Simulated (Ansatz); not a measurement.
**CH$_{2}$FOSi (charge −1): density, localisation and related maps**

Input

```
crystal:
  periodic: [false, false, false]
  atoms:
    - { symbol: C, position_ang: [-0.30893, 0.9221, -0.06666] }
    - { symbol: Si, position_ang: [0.36458, -0.68481, 0.18338] }
    - { symbol: O, position_ang: [1.39574, -1.40775, 1.04977] }
    - { symbol: F, position_ang: [-0.37193, -1.73416, -0.90356] }
    - { symbol: H, position_ang: [0.76792, 0.44112, 0.98537] }
    - { symbol: H, position_ang: [-1.08104, 1.1342, -0.79102] }
total_charge: -1
basis:
  gaussian: { orbitals: "6-31G*" }
hamiltonian:
  xc: b3lyp
  dispersion: d4
relax:
  f_tol: 0.02
  max_steps: 50
output:
  orbitals: {}
```

Run with:

```sh
ansatz run input.yaml --threads 1 --pin off --max-ram 2048MiB --backend cpu --events-out ev --progress --plain --runs-dir out
```

The fields are those of the relaxed geometry.

The highest occupied orbital lies above zero, a sign that basis and functional describe the outermost electron poorly.

All numbers below come from RKS B3LYP-D4/6-31G* (Ansatz 0.2.0).

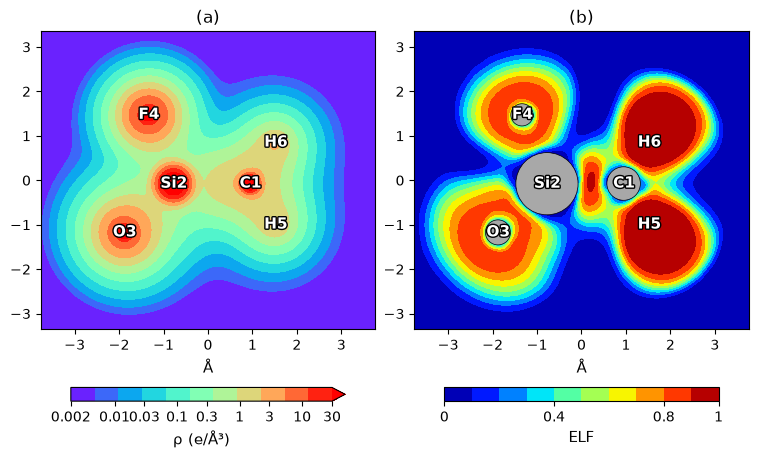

Figure 1. (a) electron density; (b) ELF on the molecular plane. Grey discs cover the atomic cores in the ELF map.

What does the map show?

Answer. The section cuts through C, Si, O, F and H sites.
Si–O (1.55 Å): the density is about 1.4 e/Å³ at the midpoint; the ELF peaks at about 0.80 between the atoms: a shared but strongly polarised pair.
Si–F (1.65 Å): the density is about 0.98 e/Å³ at the midpoint; the ELF peaks at about 0.80 in the valence shell of F, 0.6 Å from its nucleus, and is about 0.50 at the midpoint.
C–Si (1.72 Å): ρ is about 1.1 e/Å³ halfway; the ELF peaks at about 0.95 between the atoms, as expected for a covalent bond.
C–H (1.09 Å): the density is about 1.8 e/Å³ at the midpoint; the ELF climbs to about 1 towards the hydrogen, as it does in any bond to H: an ordinary covalent bond to hydrogen.
The ELF also peaks beside O3 and F4, away from the bonds: lone-pair regions.

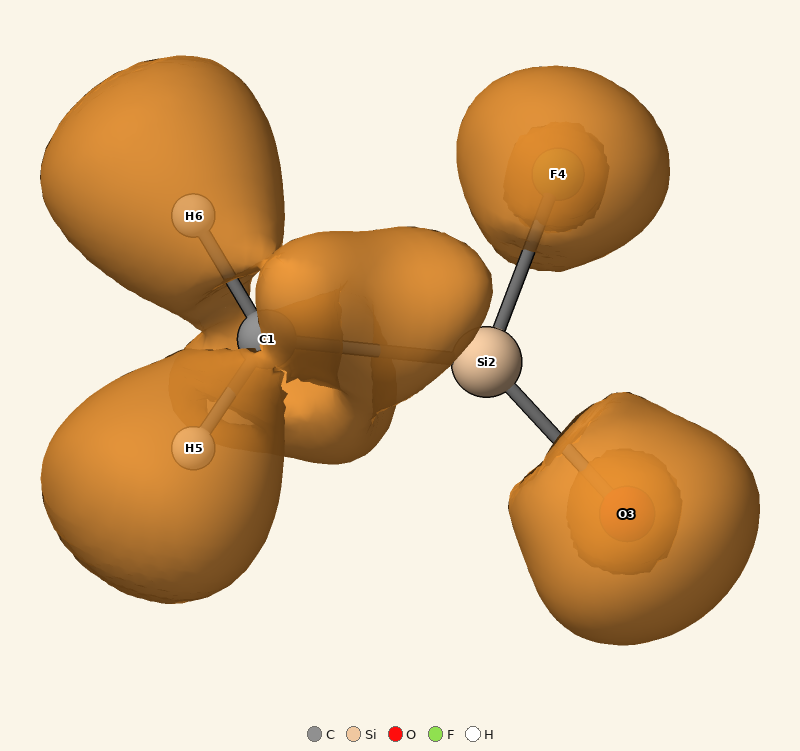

Figure 2. Isosurface of the electron localisation function at 0.75 (orange), seen at a tilt. Core shells and regions of very low density are left out.

Identify the bonds, lone pairs and shells in this picture.

Answer. The surface consists of one region wrapped around F (its lone pairs, merged into a ring or cap), one region wrapped around O (its lone pairs, merged into a ring or cap) and one joined region spread over several atoms (C, H, Si), in which their bonds and any lone pairs are merged.

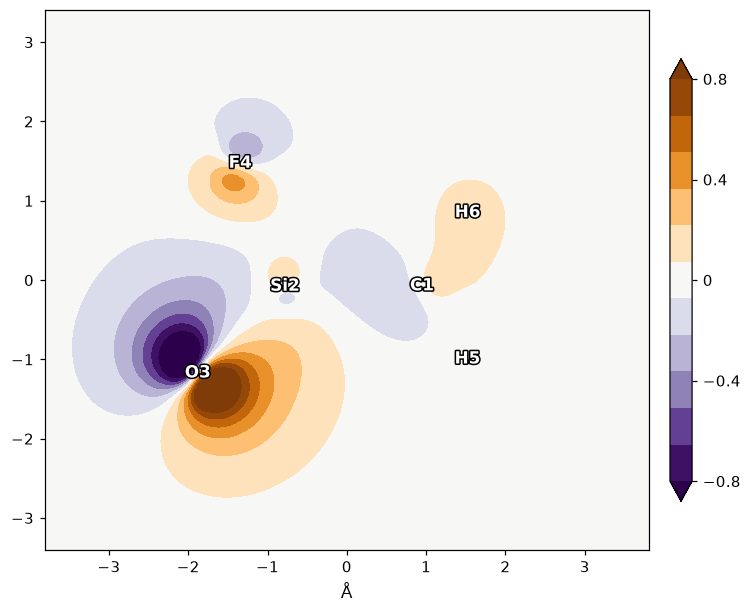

Figure 3. The HOMO−1 on the molecular plane (values in Å⁻³ᐟ²; the overall sign is arbitrary).

What is the character of this orbital?

Answer. It lies mainly on O3 (about 80 %); it is symmetric in the molecular plane (an in-plane orbital: σ, lone-pair or in-plane π type); largely a lone pair of O3. Its energy is −1.48 eV.

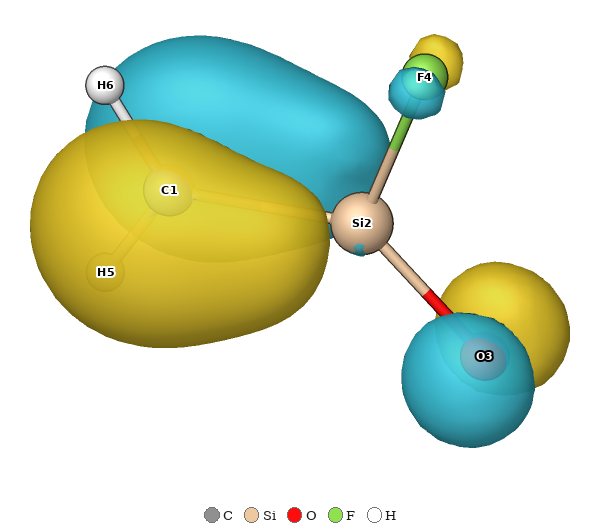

Figure 4. The HOMO at ±0.15 Å⁻³ᐟ² (yellow and cyan are the two phases), seen at a tilt.

Where does this orbital lie, and at what energy?

Answer. By Hirshfeld shares it lies mainly on C1 (about 55 %), Si2 (about 20 %) and O3 (about 15 %); it changes sign across the molecular plane (π type); π-bonding across C1–Si2; π-antibonding (a node) across Si2–O3. Its energy is 0.41 eV.
